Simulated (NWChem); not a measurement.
# BP86/6-31+G(d) (spherical functions) run of CH2F2 (SMILES FCF)

Aim: the electronic atomisation energy of CH2F2 at BP86/6-31+G* (spherical functions), from 4 runs. 

The results are computed with NWChem 7.3.0.

3 further runs of the same task are left out: 3 set aside as unsound or not needed.

## 1. Starting point

CH2F2 has 5 atoms, charge 0, and is taken as a singlet. SMILES: `FCF`. The shape is that of a PBE0-D4/def2-TZVP optimisation.

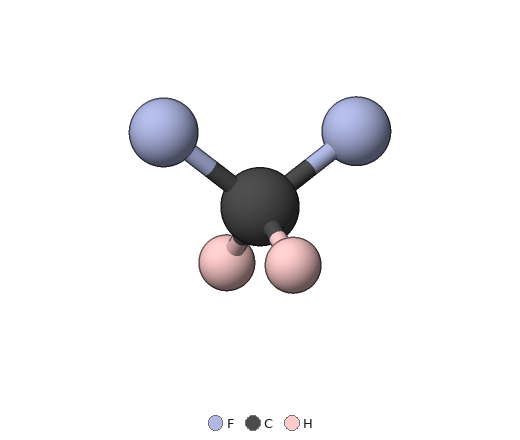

The structure, seen from a chosen angle (fluorine light blue, carbon dark grey, hydrogen pink).

## 2. A single-point energy at BP86/6-31+G(d) (spherical functions) (run 1)

File ch2f2.nw:

```
START ch2f2
memory total 2200 mb

GEOMETRY noautosym nocenter noautoz
  F     -1.073300     0.191200     0.698300
  C      0.010100    -0.016900    -0.082300
  F      1.090500    -0.179200     0.713200
  H     -0.142700    -0.932900    -0.659500
  H      0.165300     0.864200    -0.711100
END

BASIS spherical bse
  * library 6-31+G*
END

DFT
  xc becke88 perdew86
  grid fine
  convergence energy 1e-08
  maxiter 100
  mulliken
  print low
END

TASK dft energy
```

Launch:

```sh
nwchem ch2f2.nw > ch2f2.out
```

The log of the run:

```text
[...]
 d= 0,ls=0.0,diis     1   -238.8914375959 -3.16D+02  2.37D-02  9.08D-01     0.7
[...]
 d= 0,ls=0.0,diis     8   -238.9915054495 -1.79D-09  9.22D-07  1.48D-08     3.6
         Total DFT energy =     -238.991505449484
      One electron energy =     -484.421584280748
           Coulomb energy =      195.017061371819
    Exchange-Corr. energy =      -27.055198682581
 Nuclear repulsion energy =       77.468216142026
[...]
      Total Density - Mulliken Population Analysis
     ---------------------------------------------
    Atom       Charge   Shell Charges
 -----------   ------   -------------------------------------------------------
    1 F    9     9.26   2.00  0.94  3.31  1.02  1.84 -0.00  0.14  0.02
    2 C    6     5.84   2.00  0.69  1.95  0.49  0.53  0.04  0.03  0.11
    3 F    9     9.26   2.00  0.94  3.31  1.02  1.84 -0.00  0.14  0.02
    4 H    1     0.82   0.54  0.28
    5 H    1     0.82   0.54  0.28
[...]
```

Run time: 4.2 s. Hardware: 1 thread of Intel Xeon Platinum 8375C at 2.90GHz (Ice Lake), shared host; peak memory 0.11 GiB.

## 3. The C atom (run 2)

File c.nw:

```
start c
memory stack 880 mb heap 220 mb global 1100 mb

geometry units angstrom noautosym nocenter noautoz
  C        0.000000       0.000000       0.000000
end

basis spherical bse
  * library 6-31+G*
end

dft
  xc becke88 perdew86
  mult 3
  grid fine
  convergence energy 1e-08
  iterations 100
  mulliken
  print low
end

task dft
```

Launch:

```sh
nwchem c.nw > c.out
```

The log of the run:

```text
[...]
 d= 0,ls=0.0,diis     1    -37.7861461172 -3.78D+01  2.84D-02  7.86D-02     0.1
[...]
 d= 0,ls=0.0,diis     6    -37.8371963138 -4.89D-10  1.46D-07  4.57D-13     0.2
[...]
         Total DFT energy =      -37.837196313831
      One electron energy =      -50.406056518198
           Coulomb energy =       17.779037913636
    Exchange-Corr. energy =       -5.210177709269
 Nuclear repulsion energy =        0.000000000000
[...]
      Total Density - Mulliken Population Analysis
     ---------------------------------------------
    Atom       Charge   Shell Charges
 -----------   ------   -------------------------------------------------------
    1 C    6     6.00   2.00  0.90  1.20  1.06  0.70  0.05  0.09  0.00
     --------------------------------------------
      Spin Density - Mulliken Population Analysis
     --------------------------------------------
    Atom       Charge   Shell Charges
 -----------   ------   -------------------------------------------------------
    1 C    6     2.00   0.00  0.04  1.20 -0.02  0.70 -0.02  0.09 -0.00
[...]
      <S2> =      2.0021 (Exact =     2.0000)
[...]
```

Wall time 0.76 s (1 thread of Intel Xeon Platinum 8375C at 2.90GHz (Ice Lake), shared host); peak memory 0.1 GiB.

Run 3 isn't shown in full; the table further down has it.

## 4. The H atom (run 4)

File struct.nw:

```
start struct
title "H"
memory total 2200 mb

geometry noautosym nocenter noautoz
 H     0.000000    0.000000    0.000000
end

basis spherical bse
 H library 6-31+G*
end

dft
 xc becke88 perdew86
 mult 2
 grid fine
 convergence energy 1e-08
 maxiter 100
 mulliken
 print low
end

task dft energy
```

Run the same way, it converges to -0.49810 Eh (log not shown).

## 5. The series

```
run                                level  partner  energy (Eh)  wall time
  1   BP86/6-31+G* (spherical functions)     base  -238.991505      4.2 s
  2  UBP86/6-31+G* (spherical functions)    atoms   -37.837196     0.76 s
  3  UBP86/6-31+G* (spherical functions)    atoms   -99.721017     0.76 s
  4  UBP86/6-31+G* (spherical functions)    atoms    -0.498099     0.58 s
```

## 6. Outcome

At BP86/6-31+G* (spherical functions):

```
                     quantity        value
         H atom: total energy  -0.49810 Eh
                 H atom: ⟨S²⟩        0.750
electronic atomisation energy    19.485 eV
```

In words: Taking the molecule apart into free atoms costs 19.49 eV (449 kcal/mol), before zero-point energy and without spin-orbit coupling. All runs together took 6.3 s, the longest 4.2 s.
